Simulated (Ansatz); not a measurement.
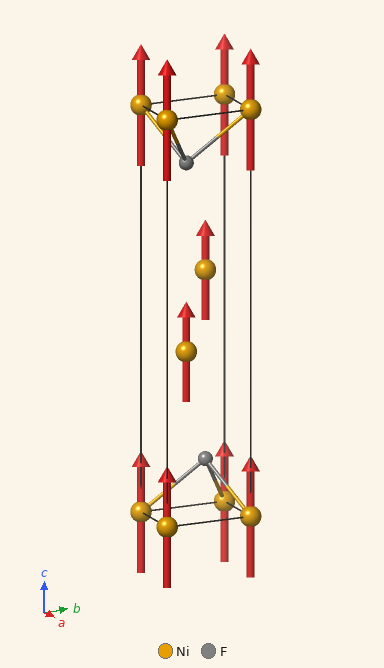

View slightly off an axis, drawn as a ball-and-stick model. One simulation cell is framed, with atoms on its boundary repeated. Arrows are the site magnetic moments above 0.25 μB (those induced on non-metal atoms are left out); longer means larger, and red and blue are up and down (without spin-orbit coupling the axis itself is arbitrary).

This is the state reached for Ni3F2. Theory: Ansatz, DFT PBE, scalar-relativistic, plane waves, PAW. Numerical settings: a 420 eV plane-wave basis, an 18×18×4 sampling of the Brillouin zone, Gaussian smearing of 0.1 eV, collinear spins.

What is the magnetic arrangement?

Answer. Ferromagnetic (within this cell). Site moments: 3 Ni +0.8 to +1.5 μB. The net spin moment of the whole cell is 3.5 μB, including what lies between the atoms and on sites without an arrow.

The structure comes from a textbook structure type filled with these elements (whether it is the usual form wasn't checked). Relaxation method: DFT PBE, scalar-relativistic, plane waves, PAW (Ansatz 0.2.0).
